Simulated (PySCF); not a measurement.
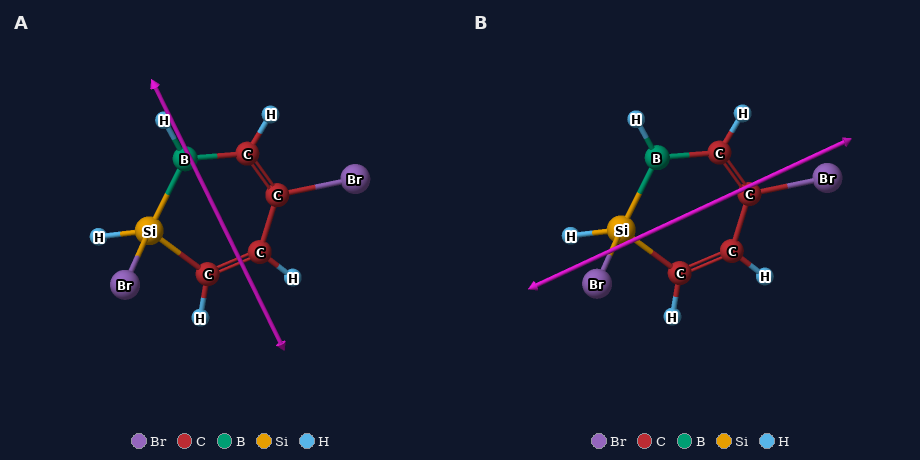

The double arrows show the directions of two transition dipoles from the ground state (lengths mean nothing). Computed geometry: GFN2-xTB optimisation. No frequency run is at hand to confirm it as a minimum. Level of theory: TDDFT PBE0/def2-SVPD, vertical, gas phase, core orbitals frozen in the response (PySCF 2.14.0).

**One belongs to singlet state 2 and one to singlet state 6. Which is which?**

A: state 2, 3.36 eV (369 nm), oscillator strength 0.045, mainly HOMO−1 → LUMO (weight 0.66).
B: state 6, 4.41 eV (281 nm), oscillator strength 0.15, of mixed character, with the largest part HOMO−5 → LUMO (weight 0.39).

The geometry is semi-empirical. Around B, Br, Si such bond lengths and angles can be off by a tenth of an ångström or more and by several degrees, and values that hang on the shape move with them.
